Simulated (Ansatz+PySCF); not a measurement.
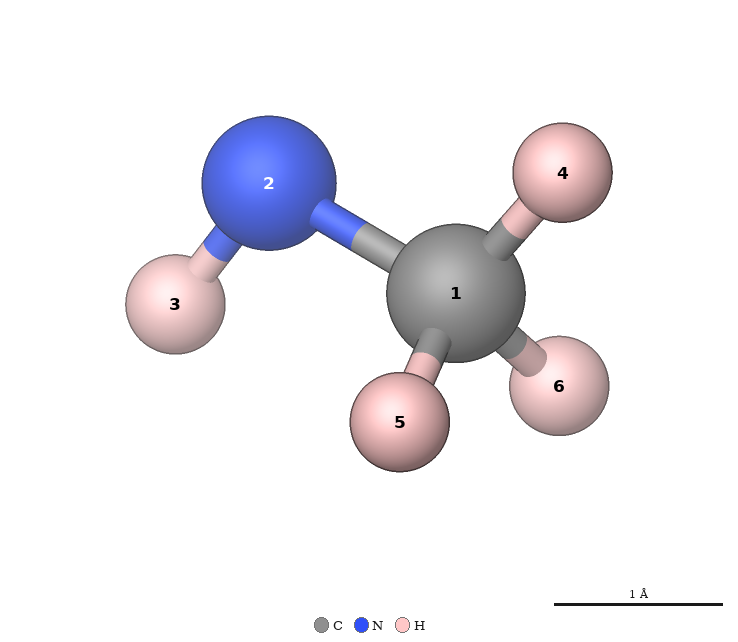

Source: calculation with Ansatz+PySCF.

Orthographic view. Atoms fade into the background with distance from the viewer. The species is neutral and a spin doublet. Geometry: a fixed input geometry, not necessarily a minimum.

Give the distance matrix in Å.

| atom | C1 | N2 | H3 | H4 | H5 | H6 |
| --- | --- | --- | --- | --- | --- | --- |
| C1 | 0.00 |  |  |  |  |  |
| N2 | 1.44 | 0.00 |  |  |  |  |
| H3 | 2.00 | 1.03 | 0.00 |  |  |  |
| H4 | 1.09 | 2.09 | 2.92 | 0.00 |  |  |
| H5 | 1.12 | 2.12 | 2.37 | 1.80 | 0.00 |  |
| H6 | 1.12 | 2.12 | 2.37 | 1.80 | 1.79 | 0.00 |
